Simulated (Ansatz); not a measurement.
# NbRu3C (Pm-3m): Grüneisen parameters, part 2 of 2

Wanted: mode Grüneisen parameters of NbRu3C (Pm-3m).

Ansatz 0.2.0; DFT PBEsol, scalar-relativistic, plane waves, PAW; PAW set soft_1.

So far, highest frequency on the path or at a solved wavevector (cm⁻¹): step 2 (phonons on a q mesh) 764; step 4 (phonons at the other volume, volume ratio 0.97) 800.

### 5. Relaxing at another volume, volume ratio 1.03

The volume is scaled by 1.03 and held; symmetry leaves nothing to relax, so this is a single point. The modes can then be followed against volume.

Contents of input.yaml:

```yaml
crystal:
  lattice:
    - [4.0487562584, 0.0, 0.0]
    - [0.0, 4.0487562584, 0.0]
    - [0.0, 0.0, 4.0487562584]
  atoms:
    - { symbol: Nb, position: [0.0, 0.0, 0.0] }
    - { symbol: Ru, position: [0.0, 0.5, 0.5] }
    - { symbol: Ru, position: [0.5, 0.0, 0.5] }
    - { symbol: Ru, position: [0.5, 0.5, 0.0] }
    - { symbol: C, position: [0.5, 0.5, 0.5] }
kpoints:
  mp_grid: { grid: [12, 12, 12] }
hamiltonian:
  xc: pbesol
  pseudopotentials: { kind: paw, azcp: { folder: soft_1 }, xc_functional: pbe }
scf:
  occupations: { method: methfessel_paxton, width: 0.2 }
output:
  forces: true
  stress: true
  eigenvalues: true
```

The run is started by

```bash
ansatz run input.yaml --threads 4 --pin off --max-ram 10240MiB --backend cpu --events-out ev --progress --plain --runs-dir out
```

Numbers of over 12 decimals in the logs are rounded to 6 here.

What it wrote:

```text
[...]
Crystal: 5 atoms, lattice volume = 66.369 Å³
Basis set: ecut = 420 eV, 1309 PW (Γ), exchange–correlation on 60×60×60 points (8 copies of the dense FFT grid, shifted against one another)
Bands: 39, of which v1, the nominal top of the filled ones, is band 33 counted from 1 (32 counted from 0)
Symmetry: 48 space group operations
[...]
k-points: 84 of 1728
[...]
k-point 0: bands = [... 29 lower, 19.3226, 19.3226, 21.3705, 21.3962, 21.3962, 21.3962, 22.5952, 22.5952, ... 2 higher]
  k-point 1: bands = [... 29 lower, 19.3312, 19.5582, 21.2978, 21.3964, 21.4075, 21.4075, 22.5489, 22.5827, ... 2 higher]
  k-point 2: bands = [... 29 lower, 19.3529, 19.7638, 21.0790, 21.3970, 21.4423, 21.4423, 22.4303, 22.4999, ... 2 higher]
  k-point 83: bands = [... 29 lower, 20.8958, 20.8958, 20.8958, 21.1588, 21.1588, 21.1588, 21.9175, 21.9175, ... 2 higher]
[key lines of the parts left out:]
SCF converged after 9 iterations
Free energy (F): -22192.051094 eV
Fermi energy:    20.739140 eV
P = ⅓ Tr σ = -8.5452 GPa (-85.452 kbar)
```

Elapsed: 3.4 s, on 4 threads of Arm Neoverse V1, shared host; peak memory 0.48 GiB; 13 s of CPU time.

Numbers from this step:

- pressure: -8.545 GPa
- volume per atom: 13.27 Å³

The run ends at a pressure of -8.55 GPa.

### 6. Phonons at the other volume, volume ratio 1.03

The phonons are repeated at this volume on the same k and q meshes.

Edit input.yaml of step 5 so:

```diff
@@ -19,4 +19,11 @@
 output:
-  forces: true
-  stress: true
   eigenvalues: true
+phonons:
+  method: dfpt
+  qmesh: [2, 2, 2]
+  temperatures: { t_max: 1000, t_step: 50 }
+  qpath:
+    path:
+      - [[0.0, 0.0, 0.0], [0.0, 0.5, 0.0], [0.5, 0.5, 0.0], [0.0, 0.0, 0.0], [0.5, 0.5, 0.5], [0.0, 0.5, 0.0]]
+      - [[0.5, 0.5, 0.5], [0.5, 0.5, 0.0]]
+    npoints: 10
```

What it wrote:

```text
[...]
Crystal: 5 atoms, lattice volume = 66.369 Å³
Basis set: ecut = 420 eV, 1309 PW (Γ), exchange–correlation on 60×60×60 points (8 copies of the dense FFT grid, shifted against one another)
Bands: 39, of which v1, the nominal top of the filled ones, is band 33 counted from 1 (32 counted from 0)
Symmetry: 48 space group operations
k-points: 84 of 1728
[...]
interpolated dispersion: 62 rows × 15 modes
[...]
zero-point energy: 0.208090 eV/cell   skipped modes (ω ≤ 0): 10, of them read as no rigid motion or as one in doubt: 7 (8.057e-3 modes/cell left out, lowest -23.70 cm⁻¹)   left out of the sums: 5.86e-4 of the cell's modes: C_V's classical limit lies that fraction below 3 k_B per atom; for a crystal, a wire or a layer, F and S can be off by more, and a phonons.interpolated_qmesh denser along its periods is the remedy for the sampling
[key lines of the parts left out:]
SCF converged after 11 iterations
Free energy (F): -22192.051094 eV
Fermi energy:    20.739137 eV
```

It took 11 min on 4 threads; peak memory 2.3 GiB; 44 min of CPU time.

This step gave:

* sum-rule residual before enforcement: 1.81e-5 eV/Å²
* lowest frequency on the path: -23.70 cm⁻¹
* highest frequency on the path or at a solved wavevector: 729.6 cm⁻¹
* highest optical mode at the zone centre (no LO-TO term): 528.1 cm⁻¹
* lowest optical zone-centre mode: 54.25 cm⁻¹
* lowest mode on the q mesh (acoustic modes at Γ apart): -23.7 cm⁻¹

The highest optical mode at the zone centre (no LO-TO term) is 528.1 cm⁻¹, -40.3 cm⁻¹ against the base run.

### 7. Grüneisen parameters

The Grüneisen parameter of a mode is minus the logarithmic change of its frequency with volume, −d ln ω / d ln V; weighted by heat capacity it gives the expansion.

This step gave:

```
bulk modulus : 310.4 GPa
```

Phonon branches along the path, in cm⁻¹:

| point | branch 1 | branch 2 | branch 3 | branch 4 | branch 12 | branch 13 | branch 14 | branch 15 |
| --- | --- | --- | --- | --- | --- | --- | --- | --- |
| Γ | 0 | 0 | 0 | 70 | 140 | 568 | 568 | 568 |
| X | 70 | 70 | 116 | 116 | 244 | 552 | 552 | 743 |
| M | 75 | 75 | 78 | 117 | 317 | 514 | 744 | 744 |
| Γ | 0 | 0 | 0 | 70 | 140 | 568 | 568 | 568 |
| R | 52 | 52 | 52 | 88 | 341 | 764 | 764 | 764 |
| X | 70 | 70 | 116 | 116 | 244 | 552 | 552 | 743 |
| jump to R | 52 | 52 | 52 | 88 | 341 | 764 | 764 | 764 |
| M | 75 | 75 | 78 | 117 | 317 | 514 | 744 | 744 |

The same for volume x 0.97:

| point | branch 1 | branch 2 | branch 3 | branch 4 | branch 12 | branch 13 | branch 14 | branch 15 |
| --- | --- | --- | --- | --- | --- | --- | --- | --- |
| Γ | 0 | 0 | 0 | 85 | 151 | 610 | 610 | 610 |
| X | 89 | 89 | 124 | 124 | 264 | 594 | 594 | 778 |
| M | 82 | 91 | 91 | 130 | 337 | 557 | 780 | 780 |
| Γ | 0 | 0 | 0 | 85 | 151 | 610 | 610 | 610 |
| R | 74 | 74 | 74 | 93 | 361 | 800 | 800 | 800 |
| X | 89 | 89 | 124 | 124 | 264 | 594 | 594 | 778 |
| R | 74 | 74 | 74 | 93 | 361 | 800 | 800 | 800 |
| M | 82 | 91 | 91 | 130 | 337 | 557 | 780 | 780 |

The same for volume x 1.03:

| point | branch 1 | branch 2 | branch 3 | branch 4 | branch 12 | branch 13 | branch 14 | branch 15 |
| --- | --- | --- | --- | --- | --- | --- | --- | --- |
| Γ | 0 | 0 | 0 | 54 | 133 | 528 | 528 | 528 |
| X | 46 | 46 | 107 | 107 | 225 | 511 | 511 | 710 |
| M | 54 | 54 | 74 | 104 | 298 | 473 | 710 | 710 |
| Γ | 0 | 0 | 0 | 54 | 133 | 528 | 528 | 528 |
| R | -24 | -24 | -24 | 83 | 321 | 730 | 730 | 730 |
| X | 46 | 46 | 107 | 107 | 225 | 511 | 511 | 710 |
| R | -24 | -24 | -24 | 83 | 321 | 730 | 730 | 730 |
| M | 54 | 54 | 74 | 104 | 298 | 473 | 710 | 710 |

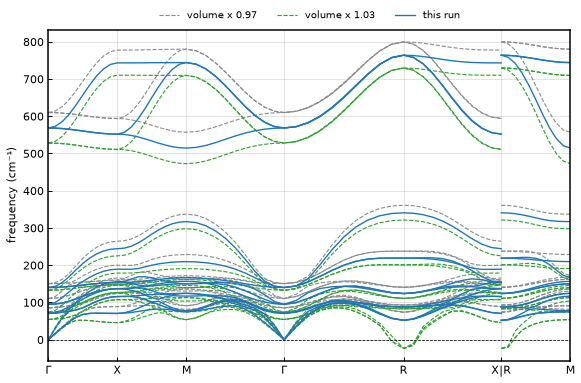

Phonon branches along the path; dashed: volume x 0.97 and volume x 1.03.

### 8. Outcome

| Property | Result |
| --- | --- |
| bulk modulus | 310 GPa |

**Reading.** No expansion is given, because modes are imaginary at one volume or more. The highest optical mode at Γ goes from 610 to 528 cm⁻¹ as the cell grows, a Grüneisen parameter of 2.40. Branches are matched by rank, so values near crossings are rough. The q mesh stands for a supercell only 8.0 Å across, so branches between the solved wavevectors are rough. With no gap, or one that is small against the smearing, the frequencies hang on the k mesh and the smearing, most of all near Kohn anomalies. The phonon runs are without spin polarisation, although the cell has an odd electron count. The PAW files were made for PBE and serve the other functionals too.

[Logs are printed without paths, hosts, clocks, repeated set-up lines and the standing remarks that a program may print on its own settings, such as how far it seeks lower states.]

[Hosts, paths, dates, database ids (printed as entryN), source tags and the programs' standing remarks are cut or masked in the printed files.]
